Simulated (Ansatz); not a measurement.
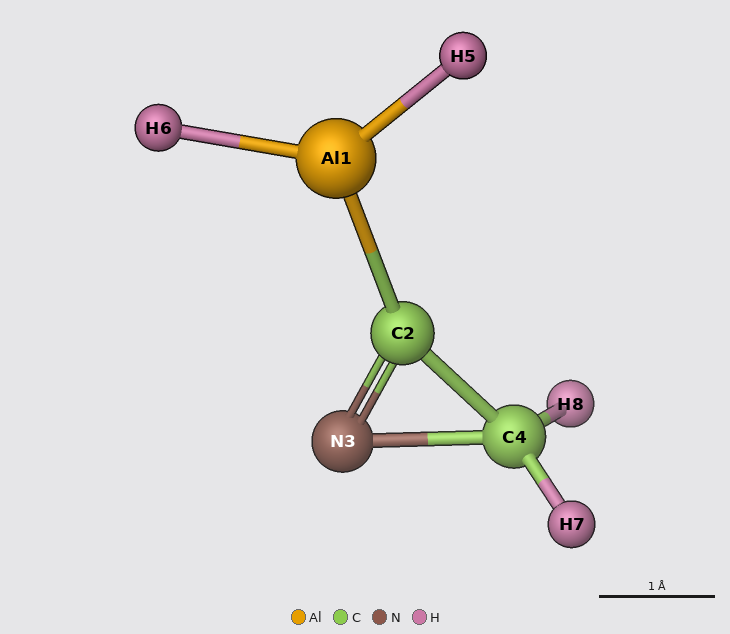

The geometry was computed by an optimisation with PBE0-D4/def2-TZVP. No frequency run is at hand to confirm it as a minimum.

Give the bond lengths.

```tsv
bond	length (Å)
Al1–C2	1.953
Al1–H5	1.579
Al1–H6	1.579
C2–N3	1.262
C2–C4	1.470
N3–C4	1.497
C4–H7	1.086
C4–H8	1.086
```
